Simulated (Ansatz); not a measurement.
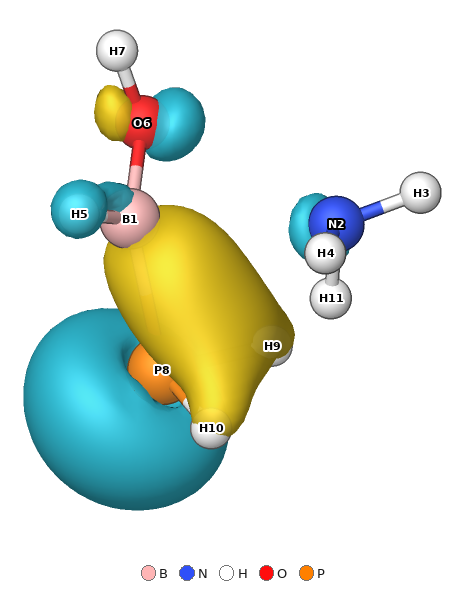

BH$_{4}$OP···NH$_{3}$. The HOMO at ±0.15 Å⁻³ᐟ² (yellow and cyan are the two phases), seen at an oblique angle.

Not at a stationary point (largest force 0.9 eV/Å).

Theory: Ansatz 0.2.0, RKS B3LYP-D4/def2-SVP.

```json
{"atom": "B", "x (Å)": "-0.2612", "y (Å)": "0.5578", "z (Å)": "-0.3249"}
{"atom": "N", "x (Å)": "-0.1648", "y (Å)": "-0.1151", "z (Å)": "2.3367"}
{"atom": "H", "x (Å)": "-0.7919", "y (Å)": "-0.4432", "z (Å)": "3.0744"}
{"atom": "H", "x (Å)": "0.7867", "y (Å)": "-0.2411", "z (Å)": "2.6878"}
{"atom": "H", "x (Å)": "0.8393", "y (Å)": "0.0588", "z (Å)": "-0.4261"}
{"atom": "O", "x (Å)": "-1.3748", "y (Å)": "-0.0718", "z (Å)": "-0.7705"}
{"atom": "H", "x (Å)": "-1.2063", "y (Å)": "-0.9818", "z (Å)": "-1.0461"}
{"atom": "P", "x (Å)": "-0.4130", "y (Å)": "2.4274", "z (Å)": "0.0919"}
{"atom": "H", "x (Å)": "-1.6091", "y (Å)": "2.4182", "z (Å)": "0.8686"}
{"atom": "H", "x (Å)": "0.4905", "y (Å)": "2.4935", "z (Å)": "1.1912"}
{"atom": "H", "x (Å)": "-0.3076", "y (Å)": "0.9089", "z (Å)": "2.2371"}
```

Question: What is the character of this orbital?

Answer: Its weight (Hirshfeld) is mainly on P8 (about 70 %) and B1 (about 10 %); largely a lone pair of P8. Its energy is −6.54 eV.
